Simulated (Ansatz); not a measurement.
# SiF2 (SMILES F[Si]F) at MP2/STO-3G

Aim: the vertical ionisation energy of SiF2 at MP2/STO-3G, from 2 runs. 

The results are computed with Ansatz 0.2.0.

41 further runs of the same task are left out: 3 that didn't finish, 38 set aside as unsound or not needed.

## Step 1: The structure to begin with

The species is SiF2 (3 atoms), meant as a singlet with charge 0. SMILES: `F[Si]F`. Geometry: relaxed at PBE0-D4/def2-TZVP.

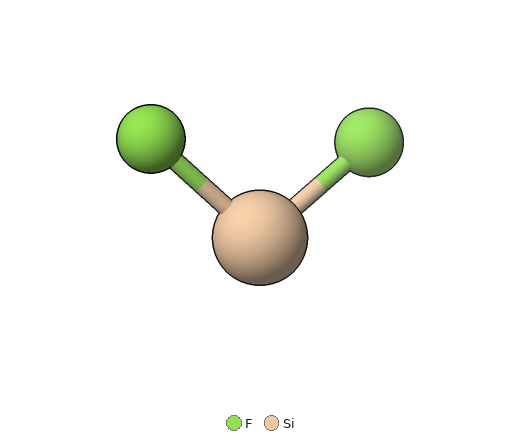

Viewed from a chosen angle; fluorine green, silicon light orange.

## Step 2: A single-point energy at MP2/STO-3G

Input file in.yaml:

```yaml
crystal:
  periodic: [false, false, false]
  atoms:
    - {symbol: F, position_ang: [0.166300, 1.246800, 0.229400]}
    - {symbol: Si, position_ang: [-0.594900, -0.046400, -0.330100]}
    - {symbol: F, position_ang: [0.428600, -1.200400, 0.100700]}
basis:
  gaussian:
    orbitals: STO-3G
accuracy: high
correlation:
  method: mp2
  frozen_orbitals: {F: 1, Si: 5}
```

Run with:

```console
$ ansatz run in.yaml --threads 1 --pin off --max-ram 2610MiB --events-out events.jsonl --progress --plain --runs-dir runs
```

What it wrote:

```text
Warning: RAYON_NUM_THREADS=1 ignored (pool sized by the plan → 1); use --threads N
Functional definition: HF
  name "HF"
  exchange = exact_x
  correlation = 0
337 factors; integrals over basis functions are off by at most 2.4e-8 eV
mean field evaluation 1: about -13104.9077 eV, gradient 2.2e1 eV
mean field evaluation 2: about -13104.9660 eV, gradient 2.2e1 eV
mean field evaluation 4: about -13107.2783 eV, gradient 1.0e0 eV
mean field evaluation 8: about -13107.2865 eV, gradient 2.6e-2 eV
mean field -13107.28653165 eV, -481.6838956002 hartree, gradient 4.8e-8 eV, S^2 0.000000; 0 other end points of the search recorded, 0 dependent functions left out
7 core orbitals not correlated: weight in the atoms' cores, before any rotation towards them, 1.000 or more for the frozen orbitals, at most 0.000 for the correlated occupied ones
reference -13107.28653165 eV, -481.6838956002 hartree; 9, 9 occupied and 3, 3 virtual orbitals, 337 factors
second order -1.90176254 eV of doubles, -0.00000000 eV of singles
Total energy: -13109.18829419 eV, -481.7537840844 hartree
```

It took 0.1 s on 1 thread of Arm Neoverse V1, shared host.

## Step 3: The doublet cation, same level

Input file job.yaml:

```yaml
crystal:
  periodic: [false, false, false]
  atoms:
    - {symbol: F, position_ang: [0.166300, 1.246800, 0.229400]}
    - {symbol: Si, position_ang: [-0.594900, -0.046400, -0.330100]}
    - {symbol: F, position_ang: [0.428600, -1.200400, 0.100700]}
basis:
  gaussian: {orbitals: STO-3G}
magnetization: {spin_polarized: true, initial_magnetization: 1}
accuracy: high
total_charge: 1
correlation: {method: mp2, frozen_orbitals: {F: 1, Si: 5}}
```

Run with:

```console
$ ansatz run job.yaml --threads 1 --pin off --max-ram 2610MiB --events-out events.jsonl --progress --plain --runs-dir runs
```

What it wrote:

```text
Warning: RAYON_NUM_THREADS=1 ignored (pool sized by the plan → 1); use --threads N
[... 4 set-up lines as earlier in the session ...]
337 factors; integrals over basis functions are off by at most 2.4e-8 eV
mean field evaluation 1: about -13093.9060 eV, gradient 2.5e1 eV
mean field evaluation 2: about -13093.9517 eV, gradient 2.5e1 eV
mean field evaluation 4: about -13100.6552 eV, gradient 2.2e0 eV
mean field evaluation 8: about -13100.7560 eV, gradient 7.0e-3 eV
mean field evaluation 16: about -13097.9270 eV, gradient 2.5e0 eV
mean field -13100.75204763 eV, -481.4437577418 hartree, gradient 2.8e-8 eV, S^2 0.781283; 1 other end points of the search recorded, 0 dependent functions left out
7 core orbitals not correlated: weight in the atoms' cores, before any rotation towards them, 1.000 or more for the frozen orbitals, at most 0.000 for the correlated occupied ones
reference -13100.75204763 eV, -481.4437577418 hartree; 9, 8 occupied and 3, 4 virtual orbitals, 337 factors
second order -2.23024139 eV of doubles, -0.00000000 eV of singles
Total energy: -13102.98228903 eV, -481.5257176014 hartree
```

It took 0.16 s on 1 thread of Arm Neoverse V1, shared host.

## Step 4: Outcome

At MP2/STO-3G, 7 core orbitals frozen:

| quantity | value |
| --- | --- |
| singlet SiF2: total energy | -481.75378 Eh |
| singlet SiF2: correlation energy (7 core orbitals frozen) | -69.9 mEh |
| doublet cation: total energy | -481.52572 Eh |
| doublet cation: correlation energy (7 core orbitals frozen) | -82.0 mEh |
| doublet cation: ⟨S²⟩ of the reference determinant | 0.781 |
| vertical ionisation energy (to the doublet cation) | 6.206 eV |

What this shows: Removing an electron at fixed nuclei costs 6.21 eV (599 kJ/mol). In a minimal basis such a difference can be off by several eV, whatever the method.
